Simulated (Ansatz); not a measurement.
**Single-point calculation, with input and output: C₃H₉ClSi**

The run: single-point calculation of C₃H₉ClSi. Method and program: RKS PBE0-D4/def2-TZVPP (Ansatz 0.2.0).

The geometry comes from this level: PBE0-D4/def2-TZVP.

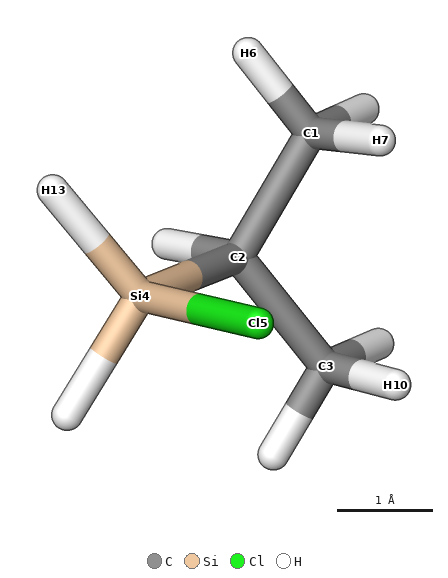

**Figure 1.** The input geometry (stick view, seen at a tilt; atoms are numbered from 1 in the order of the input).

Summary:

- outcome: converged
- total energy: −23650.5125 eV
- mean-field energy: −23650.2269 eV
- dispersion energy: −0.2855 eV
- SCF solution under orbital rotations: stable
- HOMO: −8.19 eV
- LUMO: 0.38 eV
- hardware: 4 threads of AMD EPYC, 23 GiB of memory available, shared host
- wall time: 3.7 s (CPU time 14 s)
- peak memory: 0.94 GiB

Input file:
```yaml
crystal:
  periodic: [false, false, false]
  atoms:
    - {symbol: C, position_ang: [0.083721, 0.997681, -1.145274]}
    - {symbol: C, position_ang: [-0.452123, 0.169162, 0.019042]}
    - {symbol: C, position_ang: [-0.748499, -1.268388, -0.399098]}
    - {symbol: Si, position_ang: [0.689631, 0.237738, 1.500771]}
    - {symbol: Cl, position_ang: [2.516681, -0.590452, 1.010822]}
    - {symbol: H, position_ang: [0.252507, 2.040428, -0.865018]}
    - {symbol: H, position_ang: [1.032276, 0.593436, -1.508959]}
    - {symbol: H, position_ang: [-0.620870, 0.986836, -1.982337]}
    - {symbol: H, position_ang: [-1.384977, 0.629591, 0.377079]}
    - {symbol: H, position_ang: [0.162166, -1.775414, -0.729351]}
    - {symbol: H, position_ang: [-1.177528, -1.854327, 0.417575]}
    - {symbol: H, position_ang: [-1.456955, -1.288917, -1.232713]}
    - {symbol: H, position_ang: [0.944158, 1.637452, 1.925591]}
    - {symbol: H, position_ang: [0.147112, -0.543927, 2.640571]}
basis:
  gaussian: {orbitals: def2-TZVPP}
hamiltonian: {xc: pbe0, dispersion: d4}
output: {orbitals: {seedname: orbitals}}
```

Launched with:
```bash
ansatz run in.yaml --threads 4 --pin off --events-out ev --progress --plain --max-ram 10444MiB
```

Output:
```
Functional definition: PBE0
  name "PBE0"
  cite "Adamo & Barone, J. Chem. Phys. 110, 6158 (1999) doi:10.1063/1.478522"
  cite "Perdew, Burke & Ernzerhof, Phys. Rev. Lett. 77, 3865 (1996) doi:10.1103/PhysRevLett.77.3865"
  parent pbe
  parameter a = 0.25
  parameter kappa = 0.804
  parameter beta = 0.06672455060314922
  exchange = (1 - a)*pbe_x(kappa = kappa, mu = beta*pi^2/3) + a*exact_x
  correlation = pbe_c(beta = beta)
1687 factors; their error is unknown
mean field evaluation 1: about -23640.6870 eV, gradient 6.4e1 eV
mean field evaluation 2: about -23633.5792 eV, gradient 8.1e1 eV
mean field evaluation 4: about -23650.1640 eV, gradient 3.7e0 eV
mean field evaluation 8: about -23650.1942 eV, gradient 4.1e-2 eV
mean field evaluation 16: about -23650.2269 eV, gradient 6.4e-5 eV
mean field -23650.22691126 eV, -869.1298082891 hartree, gradient 6.4e-5 eV, S^2 0.000000; 0 other end points of the search recorded, 0 dependent functions left out
reference -23650.22694715 eV, -869.1298096083 hartree; 29, 29 occupied and 274, 274 virtual orbitals, 1687 factors
Total energy: -23650.51246738 eV, -869.1403022829 hartree
```

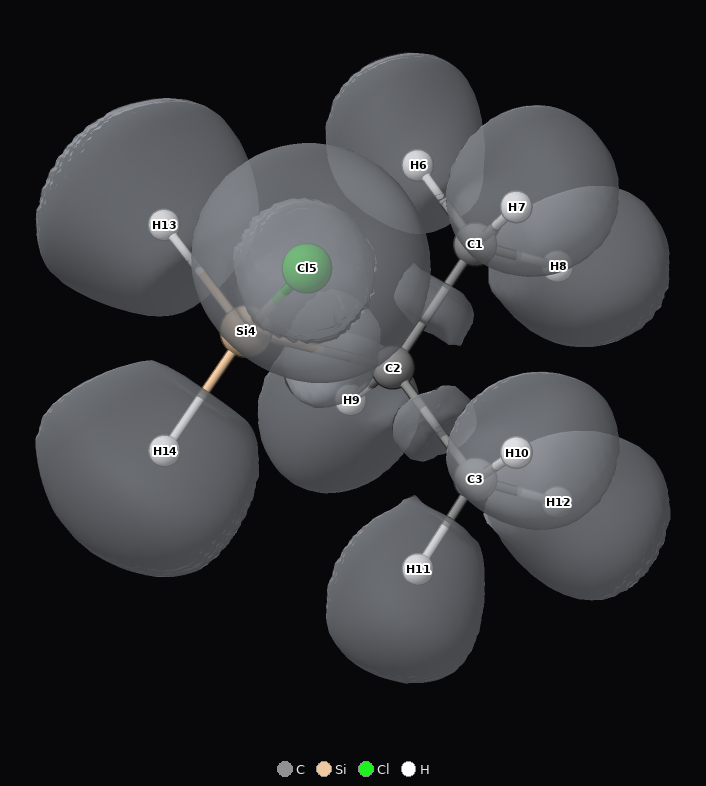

**Figure 2.** Isosurface of the electron localisation function at 0.8 (grey), seen at a tilt. Only the valence region is drawn (cores and ρ < 0.01 e/Å³ removed). Along the contacts the grid gives the following. C–C (1.53 Å): the ELF peaks at about 0.95 between the atoms, which marks a shared electron pair. C–Si (1.87 Å): the ELF peaks at about 0.95 between the atoms (a covalent bond).

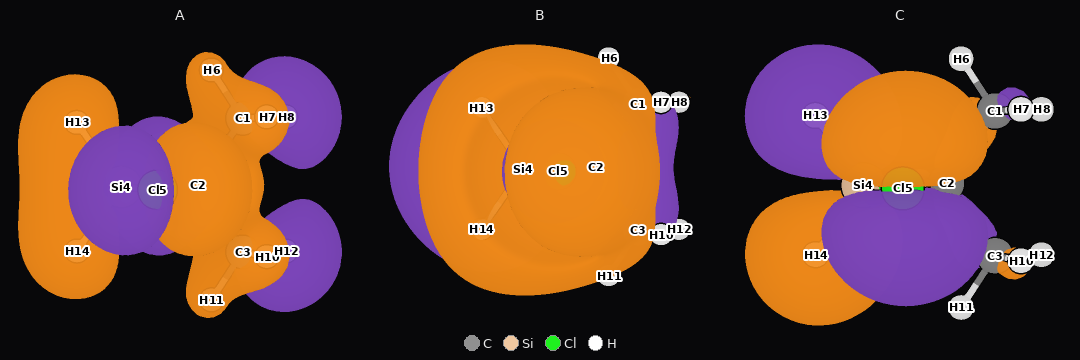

**Figure 3.** Three frontier orbitals at ±0.05 Å⁻³ᐟ² (orange and purple are the two phases). C is the HOMO−1 (−8.73 eV). A is the HOMO (−8.19 eV). Its weight (Hirshfeld) is mainly on C2 (25 %), Cl5 (20 %) and Si4 (20 %). B is the LUMO (0.38 eV). By Hirshfeld shares it lies mainly on Si4 (45 %) and Cl5 (20 %). The HOMO–LUMO gap is 8.57 eV between the orbital energies.

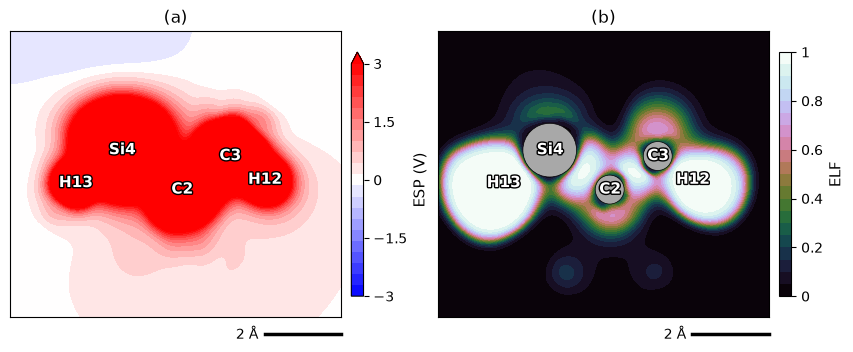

**Figure 4.** (a) molecular electrostatic potential; (b) ELF on the plane of atoms C2, C3 and H12. Grey discs, where drawn, cover atomic cores. C–C (1.53 Å): the ELF peaks at about 0.95 between the atoms, which marks a covalent bond. C–Si (1.87 Å): the ELF peaks at about 0.95 between the atoms (a covalent bond). C–H (1.09 Å): the ELF climbs to about 1 towards the hydrogen, as it does in any bond to H (a covalent bond by its length). Si–H (1.48 Å): the ELF climbs to about 1 towards the hydrogen.

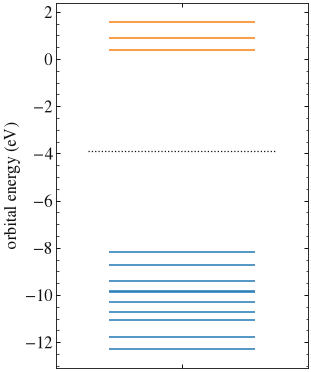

**Figure 5.** Orbital energies near the frontier; the dotted line parts filled from empty levels, and levels within 0.02 eV of each other stand side by side. Highest filled −8.19 eV, lowest empty 0.38 eV, 8.57 eV apart.
